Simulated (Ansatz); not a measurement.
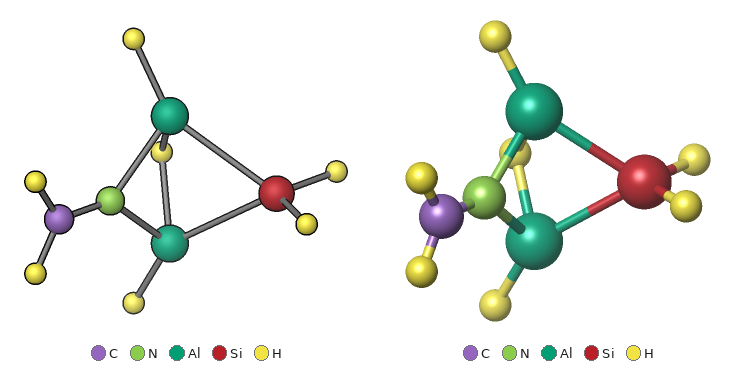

Both panels show the same species.

The computed structure is the end point of a PBE0-D4/def2-TZVP optimisation. No frequency run is at hand to confirm it as a minimum.

**Which formula does it have?**

CH7Al2NSi, 12 atoms: 1 carbon, 7 hydrogen, 2 aluminium, 1 nitrogen and 1 silicon.

**How many atoms are distinct by symmetry?**

9: 1 C, 1 N, 2 Al, 1 Si, 2 H, 2 H, 1 H, 1 H, 1 H.

The parts below concern this one geometry. Atoms keep their numbers from picture to picture.

### Dipole moment

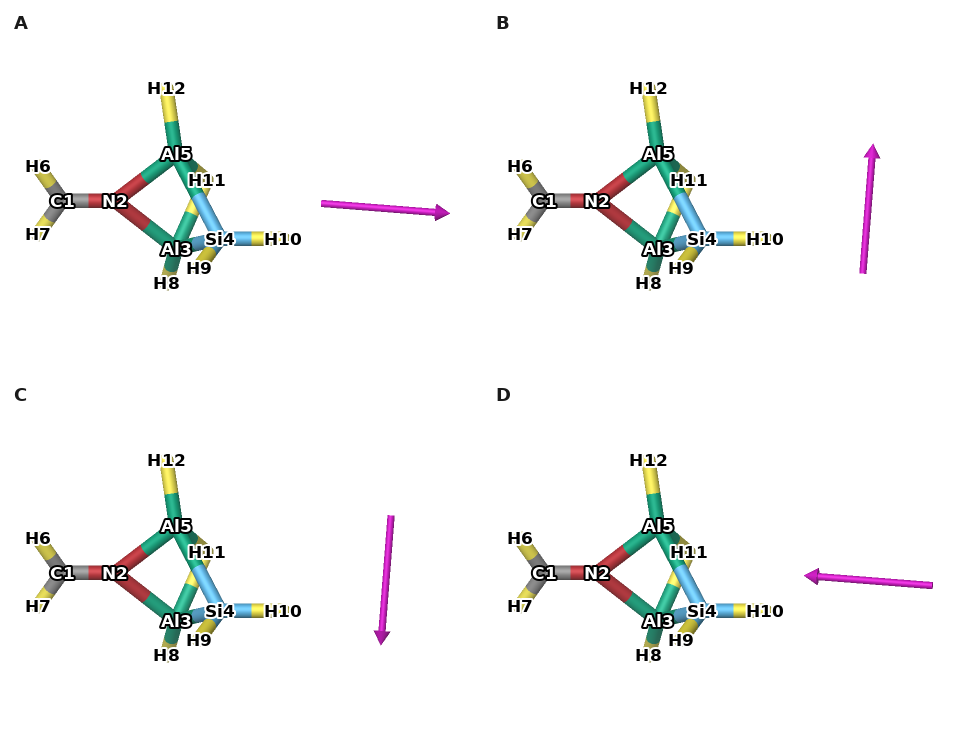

The same molecule four times, each with an arrow. No frequency run is at hand to confirm it as a minimum. Properties computed with RKS r2SCAN-D4/def2-TZVPP (Ansatz 0.2.0).

**Which arrow points along the dipole moment, from the negative to the positive end?**

D. The dipole moment is 2.98 D; it points from the side of H10 to the side of H6, H7 (the outermost atoms at the two ends).

### Levels of theory compared

No frequency run is at hand to confirm it as a minimum. Program: Ansatz 0.2.0.

Tabulate HOMO energy (eV) at these levels: B3LYP-D4/def2-TZVPP; PBE-D4/def2-TZVPP; PBE0-D4/def2-TZVPP; r2SCAN-D4/def2-TZVPP; ωB97M-V/def2-TZVPP; ωB97X-V/def2-TZVPP.

```
               level  HOMO energy (eV)
 B3LYP-D4/def2-TZVPP             −5.86
   PBE-D4/def2-TZVPP             −5.19
  PBE0-D4/def2-TZVPP             −6.05
r2SCAN-D4/def2-TZVPP             −5.35
  ωB97M-V/def2-TZVPP             −7.88
  ωB97X-V/def2-TZVPP             −8.09
```

### Charges

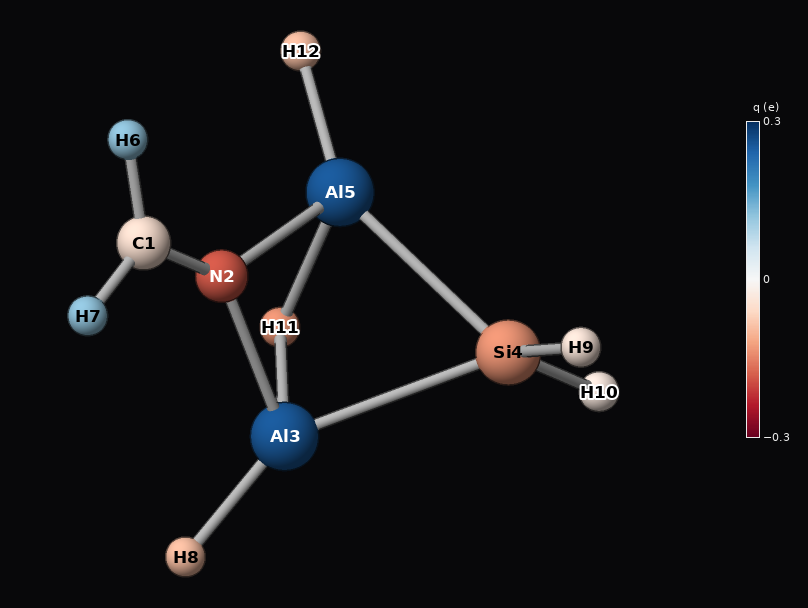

Atoms are coloured by their Mulliken charges. No frequency run is at hand to confirm it as a minimum. Level of theory: RKS ωB97M-V/def2-TZVPP (Ansatz 0.2.0).

**Which atom carries the highest charge (most positive or least negative)?**

Al3, Al5 (0.25 e).

**And the lowest?**

N2 (−0.18 e).

Give the Mulliken charges atom by atom.

```
atom  value (e)
  C1      −0.05
  N2      −0.18
 Al3       0.25
 Si4      −0.13
 Al5       0.25
  H6       0.12
  H7       0.12
  H8      −0.09
  H9      −0.04
 H10      −0.03
 H11      −0.13
 H12      −0.09
```

Mulliken values depend strongly on the basis set and can even reverse the polarity of a bond.
